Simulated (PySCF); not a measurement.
Run report: SiNH₄, geometry relaxation (part 2 of 3)

Continued. System: SiNH₄, multiplicity 4, SMILES [NH][SiH3]. Method: HF/STO-3G, UHF (PySCF 2.14.0). The atoms were displaced at random from an optimised geometry.

Geometry of the input (Å):
```
N  0.5603  -0.8952  0.9259
Si -0.2011  0.3172  -0.0758
H  0.9411  -1.6616  0.3374
H  -1.2704  -0.2425  -0.8858
H  0.7700  0.9427  -1.0655
H  -0.6954  1.4373  0.7352
```

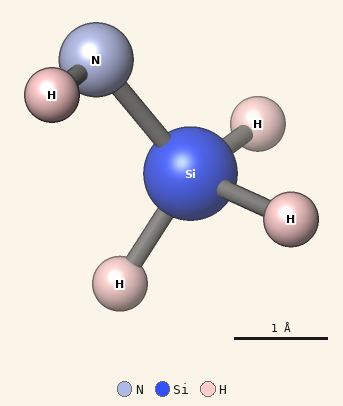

Figure 1. The input geometry (ball-and-stick view, seen at a tilt).

Log, continued:
```
----------------------------------------------
cycle 11: E = -341.541060165  dE = -0.00020647  norm(grad) = 0.00666892
Step   10 : Displace = 1.220e-02/1.980e-02 (rms/max) Trust = 3.000e-01 (=) Grad = 2.723e-03/3.783e-03 (rms/max) E (change) = -341.5410601652 (-2.065e-04) Quality = 1.435
Along Cartesian-Y 1 -0.552
Hessian Eigenvalues: 1.71542e-02 2.63609e-01 3.63370e-01 ... 5.80735e-01 7.73314e-01 1.01878e+00

Geometry optimization cycle 12
Cartesian coordinates (Angstrom)
 Atom        New coordinates             dX        dY        dZ
   N   1.228804  -2.045136   1.651709    0.006827 -0.012258  0.003478
  Si  -0.371436   0.694169  -0.352457   -0.003266  0.003032 -0.001812
   H   1.062474  -1.853761   0.597420    0.001413 -0.001868  0.007155
   H  -1.445893   0.103831  -1.076329    0.002833  0.005317 -0.003616
   H   0.549246   1.254235  -1.285796   -0.009962  0.002633  0.001600
   H  -0.918668   1.744549   0.436844    0.002155  0.003145 -0.006805
converged SCF energy = -341.541144416945  <S^2> = 3.7672116  2S+1 = 4.0085966
--------------- DFUHF_Scanner gradients ---------------
         x                y                z
0 N    -0.0002394092     0.0005078686     0.0007024586
1 Si     0.0011697287    -0.0006829135     0.0002630624
2 H    -0.0001739872     0.0002076045    -0.0012148958
3 H     0.0001565648     0.0015210429     0.0013542730
4 H    -0.0001119085    -0.0001523690     0.0001241463
5 H    -0.0008009886    -0.0014012336    -0.0012290444
----------------------------------------------
cycle 12: E = -341.541144417  dE = -8.42517e-05  norm(grad) = 0.00354975
Step   11 : Displace = 9.198e-03/1.455e-02 (rms/max) Trust = 3.000e-01 (=) Grad = 1.449e-03/2.043e-03 (rms/max) E (change) = -341.5411444169 (-8.425e-05) Quality = 1.193
Along Cartesian-Y 1 -0.544
Hessian Eigenvalues: 1.43689e-02 2.52500e-01 3.14828e-01 ... 6.96203e-01 7.68603e-01 9.83196e-01

Geometry optimization cycle 13
Cartesian coordinates (Angstrom)
 Atom        New coordinates             dX        dY        dZ
   N   1.234538  -2.055348   1.655110    0.005734 -0.010212  0.003401
  Si  -0.374000   0.696548  -0.353785   -0.002565  0.002379 -0.001328
   H   1.063714  -1.855475   0.602914    0.001239 -0.001715  0.005494
   H  -1.445999   0.106012  -1.080296   -0.000106  0.002182 -0.003967
   H   0.544447   1.257154  -1.286609   -0.004799  0.002918 -0.000813
   H  -0.918171   1.748997   0.434056    0.000497  0.004448 -0.002787
converged SCF energy = -341.541179779586  <S^2> = 3.7672129  2S+1 = 4.0085972
--------------- DFUHF_Scanner gradients ---------------
         x                y                z
0 N    -0.0001830499     0.0004258880     0.0008994727
1 Si     0.0010973980    -0.0004775394     0.0000398555
2 H    -0.0002021814     0.0002396677    -0.0013774336
3 H     0.0005553416     0.0015557132     0.0012082186
4 H    -0.0008823636    -0.0003549260     0.0006596036
5 H    -0.0003851447    -0.0013888035    -0.0014297168
----------------------------------------------
cycle 13: E = -341.54117978  dE = -3.53626e-05  norm(grad) = 0.00375536
Step   12 : Displace = 6.804e-03/1.227e-02 (rms/max) Trust = 3.000e-01 (=) Grad = 1.533e-03/2.047e-03 (rms/max) E (change) = -341.5411797796 (-3.536e-05) Quality = 1.727
Along Cartesian-Y 1 -0.613
Hessian Eigenvalues: 7.83099e-03 1.30531e-01 3.33821e-01 ... 6.45370e-01 7.72289e-01 9.64835e-01

Geometry optimization cycle 14
Cartesian coordinates (Angstrom)
 Atom        New coordinates             dX        dY        dZ
   N   1.254250  -2.090468   1.666483    0.019712 -0.035120  0.011373
  Si  -0.384687   0.706193  -0.359330   -0.010687  0.009646 -0.005545
   H   1.068400  -1.862091   0.622593    0.004686 -0.006616  0.019679
   H  -1.448048   0.110389  -1.095147   -0.002049  0.004377 -0.014851
   H   0.531349   1.267618  -1.291164   -0.013098  0.010465 -0.004555
   H  -0.916736   1.766245   0.427956    0.001436  0.017248 -0.006101
converged SCF energy = -341.541274562501  <S^2> = 3.76718  2S+1 = 4.0085808
--------------- DFUHF_Scanner gradients ---------------
         x                y                z
0 N    -0.0000719285     0.0002415601     0.0010652137
1 Si     0.0003526484    -0.0004786095    -0.0000270507
2 H    -0.0002243966     0.0002659763    -0.0014333297
3 H     0.0011960569     0.0008463636     0.0001903673
4 H    -0.0019956182    -0.0004253014     0.0012754661
5 H     0.0007432379    -0.0004499891    -0.0010706666
----------------------------------------------
cycle 14: E = -341.541274563  dE = -9.47829e-05  norm(grad) = 0.00368815
Step   13 : Displace = 2.353e-02/4.211e-02 (rms/max) Trust = 3.000e-01 (=) Grad = 1.506e-03/2.406e-03 (rms/max) E (change) = -341.5412745625 (-9.478e-05) Quality = 1.290
Along Cartesian-Y 1 -0.609
Hessian Eigenvalues: 6.30908e-03 1.13783e-01 3.52774e-01 ... 6.18926e-01 7.72046e-01 9.58356e-01

Geometry optimization cycle 15
Cartesian coordinates (Angstrom)
 Atom        New coordinates             dX        dY        dZ
   N   1.264500  -2.108733   1.672250    0.010250 -0.018265  0.005766
  Si  -0.390207   0.712182  -0.362913   -0.005520  0.005989 -0.003583
   H   1.071073  -1.865926   0.633229    0.002673 -0.003835  0.010637
   H  -1.450822   0.111668  -1.102554   -0.002774  0.001279 -0.007407
   H   0.527365   1.273285  -1.294973   -0.003984  0.005666 -0.003809
   H  -0.917381   1.775412   0.426352   -0.000645  0.009166 -0.001604
converged SCF energy = -341.541310360328  <S^2> = 3.7671484  2S+1 = 4.008565
--------------- DFUHF_Scanner gradients ---------------
         x                y                z
0 N    -0.0000555627     0.0001987437     0.0009394091
1 Si     0.0002030322    -0.0007034285     0.0004382171
2 H    -0.0001995108     0.0002363432    -0.0012567741
3 H     0.0007510832     0.0000003445    -0.0006653286
4 H    -0.0016519300    -0.0001566973     0.0008914618
5 H     0.0009528882     0.0004246944    -0.0003469853
----------------------------------------------
cycle 15: E = -341.54131036  dE = -3.57978e-05  norm(grad) = 0.00301529
Step   14 : Displace = 1.224e-02/2.187e-02 (rms/max) Trust = 3.000e-01 (=) Grad = 1.231e-03/1.884e-03 (rms/max) E (change) = -341.5413103603 (-3.580e-05) Quality = 1.433
Along Cartesian-Y 1 -0.609
Hessian Eigenvalues: 5.00361e-03 1.09386e-01 2.83814e-01 ... 6.19087e-01 7.81528e-01 8.95995e-01

Geometry optimization cycle 16
Cartesian coordinates (Angstrom)
 Atom        New coordinates             dX        dY        dZ
   N   1.274360  -2.126310   1.677712    0.009860 -0.017577  0.005462
  Si  -0.394773   0.718332  -0.367114   -0.004566  0.006150 -0.004201
   H   1.073749  -1.869779   0.643668    0.002676 -0.003853  0.010438
   H  -1.454489   0.113861  -1.107884   -0.003667  0.002193 -0.005330
   H   0.525659   1.278809  -1.299689   -0.001706  0.005524 -0.004716
   H  -0.919978   1.782974   0.424698   -0.002597  0.007562 -0.001654
converged SCF energy = -341.541339306385  <S^2> = 3.7671145  2S+1 = 4.0085481
--------------- DFUHF_Scanner gradients ---------------
         x                y                z
0 N    -0.0000584369     0.0001835436     0.0007480995
1 Si    -0.0000469440    -0.0010951452     0.0008513265
2 H    -0.0001602934     0.0001886627    -0.0010214461
3 H     0.0002411172    -0.0006685076    -0.0011908855
4 H    -0.0008239876     0.0002184691     0.0002016098
5 H     0.0008485446     0.0011729774     0.0004112958
----------------------------------------------
cycle 16: E = -341.541339306  dE = -2.89461e-05  norm(grad) = 0.00292973
Step   15 : Displace = 1.163e-02/2.103e-02 (rms/max) Trust = 3.000e-01 (=) Grad = 1.196e-03/1.505e-03 (rms/max) E (change) = -341.5413393064 (-2.895e-05) Quality = 1.479
Along Cartesian-Y 1 -0.617
Hessian Eigenvalues: 3.47497e-03 1.13705e-01 1.86702e-01 ... 6.76079e-01 8.03268e-01 8.74748e-01

Geometry optimization cycle 17
Cartesian coordinates (Angstrom)
 Atom        New coordinates             dX        dY        dZ
   N   1.288760  -2.151991   1.685647    0.014400 -0.025681  0.007935
  Si  -0.399697   0.727229  -0.373473   -0.004923  0.008897 -0.006359
   H   1.077586  -1.875264   0.658890    0.003837 -0.005485  0.015222
   H  -1.460122   0.119439  -1.113424   -0.005633  0.005577 -0.005540
   H   0.523536   1.286695  -1.306701   -0.002123  0.007886 -0.007013
   H  -0.925536   1.791779   0.420453   -0.005557  0.008805 -0.004245
converged SCF energy = -341.541375088589  <S^2> = 3.7671011  2S+1 = 4.0085414
--------------- DFUHF_Scanner gradients ---------------
         x                y                z
0 N     0.0000044661     0.0000781202     0.0008482468
1 Si    -0.0000314363    -0.0012301368     0.0011759793
2 H    -0.0001770147     0.0002156547    -0.0010662664
3 H    -0.0004033815    -0.0011964068    -0.0015337600
4 H     0.0000344458     0.0004999809    -0.0004368981
5 H     0.0005729206     0.0016327877     0.0010126982
----------------------------------------------
cycle 17: E = -341.541375089  dE = -3.57822e-05  norm(grad) = 0.0036395
Step   16 : Displace = 1.676e-02/3.071e-02 (rms/max) Trust = 3.000e-01 (=) Grad = 1.486e-03/2.005e-03 (rms/max) E (change) = -341.5413750886 (-3.578e-05) Quality = 1.558
Along Cartesian-Y 1 -0.625
Hessian Eigenvalues: 2.10572e-03 1.08121e-01 1.41189e-01 ... 6.81790e-01 7.86293e-01 8.93105e-01

Geometry optimization cycle 18
Cartesian coordinates (Angstrom)
 Atom        New coordinates             dX        dY        dZ
   N   1.315156  -2.199128   1.699668    0.026395 -0.047137  0.014021
  Si  -0.407466   0.743112  -0.385300   -0.007769  0.015883 -0.011827
   H   1.084692  -1.885375   0.687449    0.007106 -0.010111  0.028560
   H  -1.469823   0.132601  -1.121363   -0.009701  0.013162 -0.007939
   H   0.518895   1.300996  -1.319212   -0.004642  0.014301 -0.012511
   H  -0.936925   1.805681   0.410148   -0.011390  0.013902 -0.010304
converged SCF energy = -341.541431314704  <S^2> = 3.7670949  2S+1 = 4.0085383
--------------- DFUHF_Scanner gradients ---------------
         x                y                z
0 N     0.0001556251    -0.0001618822     0.0012135447
1 Si    -0.0001616486    -0.0011866186     0.0011848022
2 H    -0.0002622491     0.0003449008    -0.0013510910
3 H    -0.0008672342    -0.0013815707    -0.0013975064
4 H     0.0010030983     0.0007010338    -0.0010466151
5 H     0.0001324085     0.0016841370     0.0013968656
----------------------------------------------
cycle 18: E = -341.541431315  dE = -5.62261e-05  norm(grad) = 0.00428792
Step   17 : Displace = 3.075e-02/5.622e-02 (rms/max) Trust = 3.000e-01 (=) Grad = 1.751e-03/2.192e-03 (rms/max) E (change) = -341.5414313147 (-5.623e-05) Quality = 1.479
Along Cartesian-Y 1 -0.626
Hessian Eigenvalues: 1.42938e-03 9.73135e-02 1.34261e-01 ... 6.83135e-01 7.38325e-01 8.42869e-01

Geometry optimization cycle 19
Cartesian coordinates (Angstrom)
 Atom        New coordinates             dX        dY        dZ
   N   1.345925  -2.254191   1.714962    0.030769 -0.055063  0.015294
  Si  -0.415330   0.761299  -0.398901   -0.007865  0.018186 -0.013601
   H   1.093274  -1.897563   0.722210    0.008582 -0.012187  0.034761
   H  -1.480366   0.150529  -1.129329   -0.010543  0.017928 -0.007966
   H   0.511745   1.317556  -1.333077   -0.007150  0.016560 -0.013865
   H  -0.950720   1.820257   0.395526   -0.013795  0.014576 -0.014622
converged SCF energy = -341.541485707478  <S^2> = 3.7670667  2S+1 = 4.0085243
--------------- DFUHF_Scanner gradients ---------------
         x                y                z
0 N     0.0002885749    -0.0003841722     0.0014408561
1 Si    -0.0000560510    -0.0005648584     0.0007699981
2 H    -0.0003430597     0.0004812703    -0.0015115064
3 H    -0.0009216803    -0.0009962208    -0.0007761996
4 H     0.0012362389     0.0005127885    -0.0009992562
5 H    -0.0002040228     0.0009511925     0.0010761081
----------------------------------------------
cycle 19: E = -341.541485707  dE = -5.43928e-05  norm(grad) = 0.00363244
Step   18 : Displace = 3.616e-02/6.539e-02 (rms/max) Trust = 3.000e-01 (=) Grad = 1.483e-03/1.670e-03 (rms/max) E (change) = -341.5414857075 (-5.439e-05) Quality = 1.410
Along Cartesian-Y 1 -0.621
Hessian Eigenvalues: 1.16775e-03 9.44669e-02 1.30426e-01 ... 5.94165e-01 6.95937e-01 8.13191e-01

Geometry optimization cycle 20
Cartesian coordinates (Angstrom)
 Atom        New coordinates             dX        dY        dZ
   N   1.368190  -2.294159   1.724805    0.022265 -0.039968  0.009843
  Si  -0.420781   0.773914  -0.408414   -0.005451  0.012616 -0.009513
   H   1.099950  -1.907064   0.749195    0.006676 -0.009501  0.026985
   H  -1.486959   0.165150  -1.134878   -0.006593  0.014621 -0.005549
   H   0.504535   1.329640  -1.342392   -0.007210  0.012084 -0.009316
   H  -0.960406   1.830405   0.383076   -0.009686  0.010148 -0.012450
converged SCF energy = -341.541516495483  <S^2> = 3.7669167  2S+1 = 4.0084494
--------------- DFUHF_Scanner gradients ---------------
         x                y                z
0 N     0.0000562311    -0.0000714991     0.0004027049
1 Si    -0.0001217301    -0.0000089791     0.0001150649
2 H    -0.0000871879     0.0001308986    -0.0004396504
3 H    -0.0003509715    -0.0002233638     0.0000329713
4 H     0.0007312923     0.0001534958    -0.0004545439
5 H    -0.0002276339     0.0000194477     0.0003434531
----------------------------------------------
cycle 20: E = -341.541516495  dE = -3.0788e-05  norm(grad) = 0.00123527
Step   19 : Displace = 2.663e-02/4.718e-02 (rms/max) Trust = 3.000e-01 (=) Grad = 5.043e-04/8.746e-04 (rms/max) E (change) = -341.5415164955 (-3.079e-05) Quality = 1.293
Along Cartesian-Y 1 -0.613
Hessian Eigenvalues: 7.80545e-04 1.14428e-01 1.23018e-01 ... 5.66894e-01 6.94172e-01 8.08436e-01

Geometry optimization cycle 21
Cartesian coordinates (Angstrom)
 Atom        New coordinates             dX        dY        dZ
   N   1.391340  -2.335600   1.736022    0.023150 -0.041441  0.011217
  Si  -0.427120   0.785635  -0.416722   -0.006339  0.011721 -0.008308
   H   1.106340  -1.916112   0.775550    0.006390 -0.009048  0.026355
   H  -1.492895   0.178532  -1.143322   -0.005936  0.013382 -0.008443
   H   0.494872   1.342273  -1.351087   -0.009663  0.012632 -0.008695
   H  -0.968008   1.843159   0.370951   -0.007601  0.012754 -0.012126
converged SCF energy = -341.541519650736  <S^2> = 3.7670997  2S+1 = 4.0085408
--------------- DFUHF_Scanner gradients ---------------
         x                y                z
0 N     0.0007330722    -0.0010783168     0.0025891834
1 Si     0.0001147285     0.0000814389    -0.0001288262
2 H    -0.0007460013     0.0011081301    -0.0025997216
3 H     0.0000198689     0.0002187046     0.0002264618
4 H    -0.0000222474    -0.0000587475     0.0000609838
5 H    -0.0000994209    -0.0002712092    -0.0001480812
----------------------------------------------
cycle 21: E = -341.541519651  dE = -3.15525e-06  norm(grad) = 0.0041468
Step   20 : Displace = 2.715e-02/4.912e-02 (rms/max) Trust = 3.000e-01 (=) Grad = 1.693e-03/2.923e-03 (rms/max) E (change) = -341.5415196507 (-3.155e-06) Quality = 0.356
Along Cartesian-Y 1 -0.623
Hessian Eigenvalues: 1.00445e-03 1.08263e-01 1.18774e-01 ... 5.77006e-01 7.83010e-01 1.05858e+00

Geometry optimization cycle 22
Cartesian coordinates (Angstrom)
 Atom        New coordinates             dX        dY        dZ
   N   1.391205  -2.335485   1.734574   -0.000135  0.000115 -0.001448
  Si  -0.427283   0.785751  -0.416636   -0.000162  0.000116  0.000086
   H   1.106985  -1.917119   0.777638    0.000645 -0.001007  0.002088
   H  -1.492431   0.178990  -1.143659    0.000464  0.000458 -0.000338
   H   0.493702   1.342365  -1.350713   -0.001170  0.000092  0.000374
   H  -0.967650   1.843384   0.370188    0.000358  0.000225 -0.000763
converged SCF energy = -341.541527912659  <S^2> = 3.7667903  2S+1 = 4.0083864
--------------- DFUHF_Scanner gradients ---------------
         x                y                z
0 N    -0.0001238728     0.0001828104    -0.0003001973
1 Si     0.0001206390     0.0003163761    -0.0002596766
2 H     0.0001080139    -0.0001475699     0.0002883625
3 H     0.0002221949     0.0003358501     0.0002830740
4 H    -0.0003948211    -0.0002107767     0.0003572130
5 H     0.0000678461    -0.0004766901    -0.0003687756
----------------------------------------------
cycle 22: E = -341.541527913  dE = -8.26192e-06  norm(grad) = 0.00117286
Step   21 : Displace = 1.340e-03/2.385e-03 (rms/max) Trust = 3.000e-01 (=) Grad = 4.788e-04/6.065e-04 (rms/max) E (change) = -341.5415279127 (-8.262e-06) Quality = 0.800
Along Cartesian-Z 3 0.636
Hessian Eigenvalues: 9.99321e-04 1.07541e-01 1.23386e-01 ... 6.02448e-01 7.92861e-01 9.63942e-01

Geometry optimization cycle 23
Cartesian coordinates (Angstrom)
 Atom        New coordinates             dX        dY        dZ
   N   1.395856  -2.343799   1.736818    0.004652 -0.008315  0.002244
  Si  -0.429158   0.788470  -0.418563   -0.001875  0.002719 -0.001927
   H   1.108350  -1.919098   0.783025    0.001366 -0.001979  0.005387
   H  -1.493932   0.180773  -1.145754   -0.001501  0.001782 -0.002095
   H   0.492517   1.344980  -1.352818   -0.001186  0.002615 -0.002105
   H  -0.969105   1.846561   0.368684   -0.001455  0.003177 -0.001505
converged SCF energy = -341.541530669132  <S^2> = 3.7668309  2S+1 = 4.0084066
--------------- DFUHF_Scanner gradients ---------------
         x                y                z
0 N     0.0000122279    -0.0000188390     0.0001435539
1 Si    -0.0000259755     0.0001472726    -0.0001797588
2 H    -0.0000250358     0.0000488409    -0.0001508179
3 H     0.0001736954     0.0002190773     0.0002078072
4 H    -0.0001789224    -0.0001029902     0.0001722177
5 H     0.0000440105    -0.0002933615    -0.0001930021
----------------------------------------------
cycle 23: E = -341.541530669  dE = -2.75647e-06  norm(grad) = 0.0006484
Step   22 : Displace = 5.509e-03/9.862e-03 (rms/max) Trust = 3.000e-01 (=) Grad = 2.647e-04/3.539e-04 (rms/max) E (change) = -341.5415306691 (-2.756e-06) Quality = 1.566
Along Cartesian-Y 1 -0.616
Hessian Eigenvalues: 5.55133e-04 9.78688e-02 1.13836e-01 ... 5.84424e-01 7.98675e-01 1.20895e+00
```
